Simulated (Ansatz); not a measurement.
One stationary structure of HgSe. Space group F-43m (No. 216), zinc blende type. Method: PBEsol (plane waves to 420 eV, PAW, scalar-relativistic; Ansatz, an electronic-structure program).

```cif
data_Hg4Se4
_chemical_formula_sum 'Hg4 Se4'
_space_group_name_H-M_alt 'F-43m'
_space_group_IT_number 216
_space_group_name_Hall 'F -4 2 3'
_cell_length_a 6.13247
_cell_length_b 6.13247
_cell_length_c 6.13247
_cell_angle_alpha 90.000
_cell_angle_beta 90.000
_cell_angle_gamma 90.000
loop_
_atom_site_label
_atom_site_type_symbol
_atom_site_symmetry_multiplicity
_atom_site_Wyckoff_symbol
_atom_site_fract_x
_atom_site_fract_y
_atom_site_fract_z
_atom_site_occupancy
Hg1 Hg 4 d 0.75000 0.75000 0.75000 1
Se1 Se 4 a 0.00000 0.00000 0.00000 1
```
(The calculation used a cell of 2 atoms; values per cell refer to that cell.)

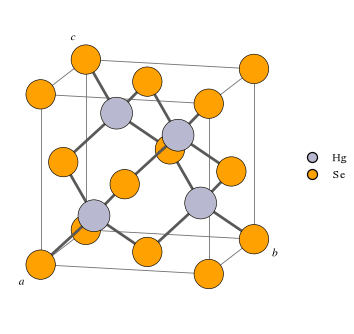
Fig. 1. The conventional cell of the relaxed structure

```yaml
volume_per_atom: 28.83 Å³
density: 8.05 g/cm³
band_gap: zero (the bands touch at this level, without spin-orbit coupling)
shortest_distances: Hg–Se 2.66 Å
k-mesh: 11×11×11
```

No spin polarisation in the result. Spin-orbit coupling is missing; with elements this heavy it can move band edges by tenths of an eV or more. The gap comes from the SCF mesh and the high-symmetry points alone.

Measured for HgSe: a 6.085 Å (room temperature; as listed in Cardona et al., arXiv (2009)). Computed minus measured — a: PBEsol +0.8 %. The computed values are for a static lattice.

It was reached from a disturbed copy of a I4₁/amd (No. 141) cell (AFLOW prototype AB_tI8_141_a_b ("40", as in NbP)), against which it lies -0.27 eV/atom.
